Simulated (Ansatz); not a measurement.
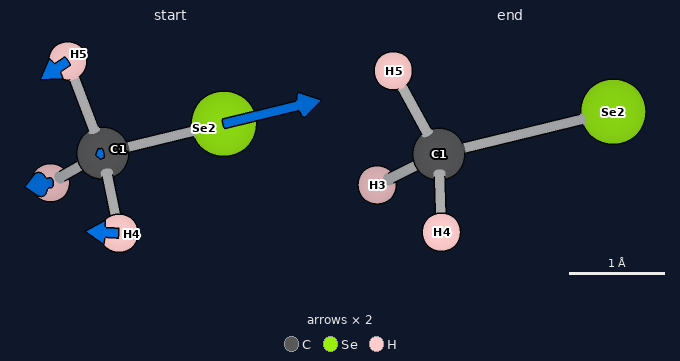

The structure of CH₃Se (charge −1) before (left) and after (right) a relaxation, at one scale. The blue arrows give the displacements, 2 times their true length.

The picture is a ball-and-stick view, seen at a tilt.

It is one of the separated reactants of a reaction.

Method: Ansatz 0.2.0, RKS PBE-D4/def2-SVPD. Set-up: force threshold 0.03 eV/Å; at most 250 steps.

### Describe what moved and what it gained.

The atom that moves furthest after the best rigid fit is Se2 (0.57 Å). By element the largest moves are Se 0.57 Å, H 0.19 Å, C 0.05 Å. Among the contacts that change: Se2–H3 1.992 → 2.610 Å, C1–Se2 1.386 → 1.997 Å, C1–H3 1.138 → 1.109 Å. Bond angles that change, for instance: Se2–C1–H3 103.8° → 111.1°, H3–C1–H4 114.5° → 107.8°. After 5 geometry steps the energy has fallen by 8.951 eV. The largest force component goes from 30 to 0.016 eV/Å.
